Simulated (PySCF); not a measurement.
Consider C3H8FNSi.

Input

```
{"job": {"kind": "nmr", "xc": "PBE0", "basis": "pcSseg-1", "pop": false}, "charge": 0, "multiplicity": 1}
C      2.894000    -0.091400     0.053100
C      1.660300     0.354900    -0.089200
F      1.402200     1.182200    -1.143300
Si     0.170500     0.018000     1.031000
N     -1.148600    -0.014400    -0.057800
C     -2.517800    -0.235900     0.337600
H      3.688700     0.170300    -0.626200
H      3.132600    -0.744100     0.870800
H      0.138100     1.054100     2.080500
H      0.297100    -1.301700     1.653900
H     -1.082800     0.520800    -0.911700
H     -2.532800    -0.893100     1.204000
H     -3.030500     0.693600     0.608000
H     -3.071700    -0.713800    -0.472800
```

Run with:

```sh
OMP_NUM_THREADS=1 python probes_run.py task.json out
```

Geometry: GFN2-xTB, NEB image 0 of 0 to 8.

Level of theory: PBE0/pcSseg-1, SCF density, gas phase, non-relativistic (PySCF 2.14.0).

> What will maps of the electron density and electron localisation function show?

C–C (1.32 Å): the density is about 2.4 e/Å³ at the midpoint; the ELF peaks at about 0.95 between the atoms: a short, multiple covalent bond.
C–F (1.36 Å): the density is about 2.1 e/Å³ at the midpoint, with its minimum of 1.7 e/Å³ about 0.5 Å from C; the ELF peaks at about 0.85 between the atoms; a polar covalent bond.
C–Si (1.89 Å): ρ is about 0.95 e/Å³ halfway; the ELF peaks at about 1 between the atoms, as expected for a covalent bond.

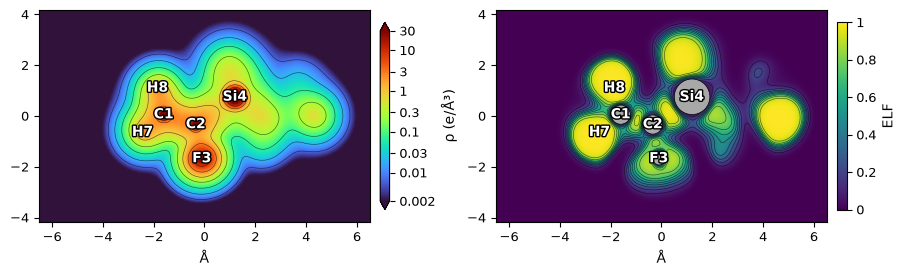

Computed electron density and electron localisation function on the plane of atoms C2, C1 and H8, in this order. Grey discs cover the atomic cores in the ELF map. 
